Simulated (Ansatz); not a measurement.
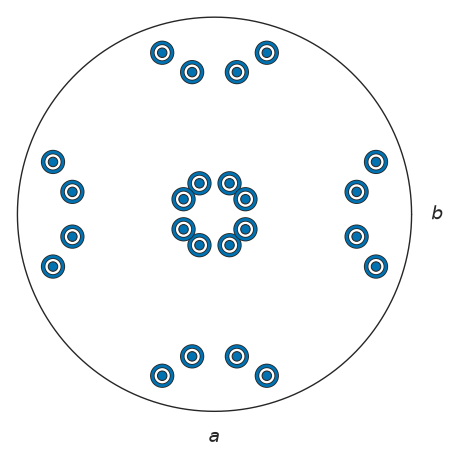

Stereographic projection: filled dots lie in the upper hemisphere, open rings in the lower. The c axis points at the viewer. The poles are all faces of one general form. Computed from the symmetry operations of a computed or model structure of composition NaNb, which need not be its known form.

Q: Identify the point group and its elements.

A: m-3m (Oh), order 48, cubic system: three fourfold axes, four threefold axes, six twofold axes, nine mirror planes, an inversion centre.

Q: Can such a crystal be piezoelectric, pyroelectric or chiral?

A: It is centrosymmetric, so neither piezoelectric nor pyroelectric; it is not chiral.
